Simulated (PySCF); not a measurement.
System: H6Si6 (Si6H6 prismane).

```xyz
12

Si   -1.5133    0.7302   -0.6230
H    -2.7744    1.3425   -1.1464
Si   -0.8275   -1.5229   -0.4941
H    -1.5363   -2.7783   -0.8962
Si    0.4360    0.0235   -1.7493
H     0.8070    0.0380   -3.1990
Si    1.7236    0.5203    0.1701
H     3.1488    0.9579    0.2980
Si   -0.2246    1.2309    1.2949
H    -0.4077    2.2636    2.3624
Si    0.4587   -1.0238    1.4255
H     0.8251   -1.8645    2.6080
```

Geometry: PBE0-D3(BJ)/def2-SVP.

All numbers below come from PBE0/pcSseg-1, SCF density, gas phase, non-relativistic in PySCF 2.14.0.

Predict the electron density and electron localisation function between the atoms.

Si–Si (2.36 Å): ρ is about 0.55 e/Å³ halfway; the ELF peaks at about 0.90 between the atoms; a shared electron pair.

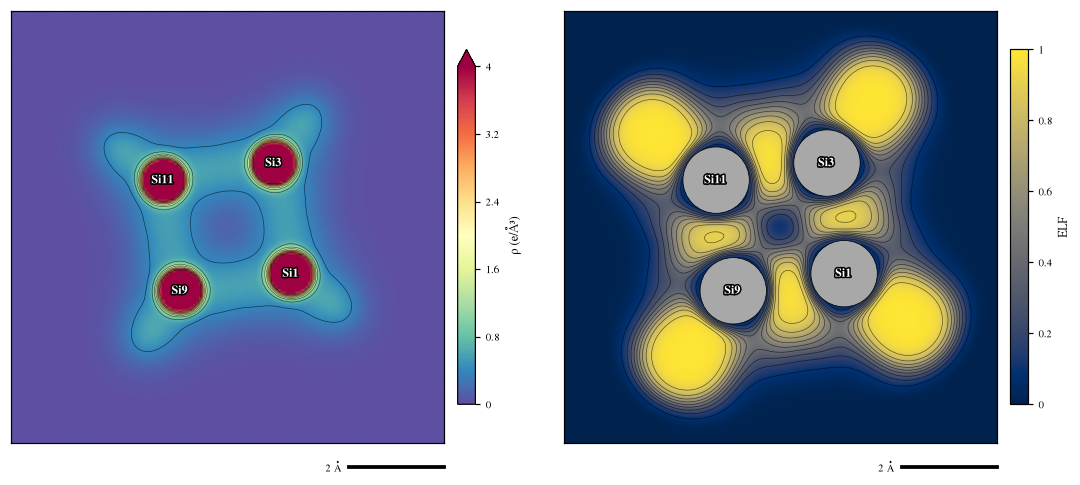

Computed electron density and electron localisation function on the plane of atoms Si3, Si1 and Si9, in this order. Grey discs cover the atomic cores in the ELF map. 
